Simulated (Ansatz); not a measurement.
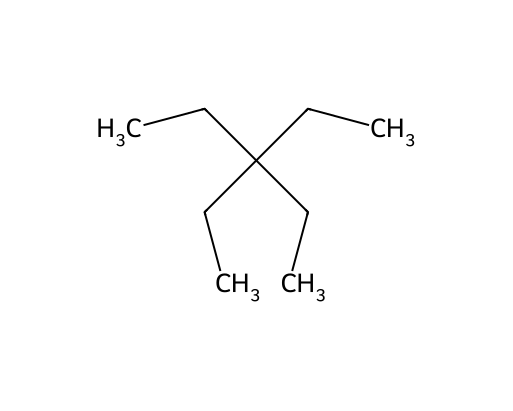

The drawing above gives the connectivity. Computed geometry: PBE-D4/def2-SVP optimisation. No frequency run is at hand to confirm it as a minimum.

What does the molecule look like in three dimensions?

It has 29 atoms: 9 carbon and 20 hydrogen (C₉H₂₀). Its SMILES string is `CCC(CC)(CC)CC`. It has no ring. The point group is D2d. Coordination: 9 C tetrahedral.

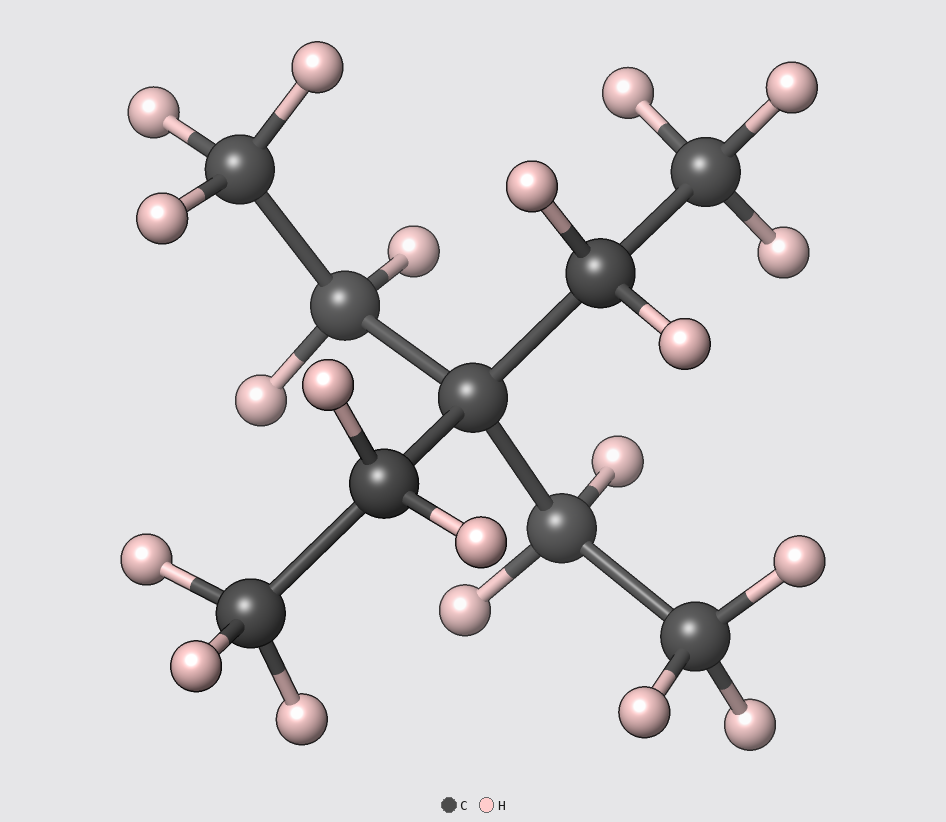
